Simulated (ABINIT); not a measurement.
Band structure of ZrN (Fm-3m, 2 atoms in the cell).

```
CELL_PARAMETERS angstrom
      0.00000     2.33992     2.33992
      2.33992     0.00000     2.33992
      2.33992     2.33992     0.00000
ATOMIC_POSITIONS crystal
  Zr 0.50000 0.50000 0.50000
  N  0.00000 0.00000 0.00000
```

Method: PBE, norm-conserving pseudopotentials (PseudoDojo nc-sr-05 PBE standard) (plane waves; ABINIT 10.0.3).

Settings: pseudos = [Zr.upf, N.upf]; ecut = 42 Ha; ixc = 11; occopt = 3; tsmear = 0.00183747 Ha; ngkpt = 8 8 8; nshiftk = 1; shiftk = 0 0 0; potentials = PseudoDojo nc-sr-05 PBE standard; kptopt = 1; nstep = 50; tolvrs1 = 1e-12; ndtset = 2.

The starting cell comes from a database of computed structures (which also holds hypothetical and non-ambient phases and stackings), without a prior relaxation at this level. Its lattice was rescaled by a random factor within 2.5 % of one.

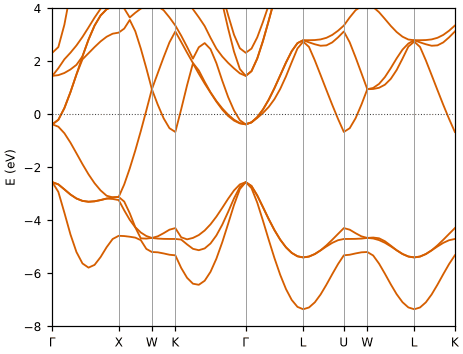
Figure: Bands along the path, energies from the Fermi level.

Levels in eV from the Fermi level, bands 5 to 12:
| point | 5 | 6 | 7 | 8 | 9 | 10 | 11 | 12 |
|---|---|---|---|---|---|---|---|---|
| Γ | -15.99 | -2.56 | -2.56 | -2.56 | -0.38 | -0.38 | -0.38 | 1.45 |
| X | -15.41 | -4.58 | -3.23 | -3.11 | -3.11 | 3.08 | 4.11 | 4.11 |
| W | -14.92 | -5.19 | -4.66 | -4.66 | 0.95 | 0.95 | 4.10 | 4.12 |
| K | -14.95 | -5.31 | -4.70 | -4.29 | -0.66 | 3.13 | 3.35 | 4.60 |
| L | -14.06 | -7.35 | -5.39 | -5.39 | 2.74 | 2.80 | 2.80 | 4.50 |
| U | -14.95 | -5.31 | -4.70 | -4.29 | -0.66 | 3.13 | 3.35 | 4.60 |

Bands cross the Fermi level along this path, so the cell is metallic at this level.
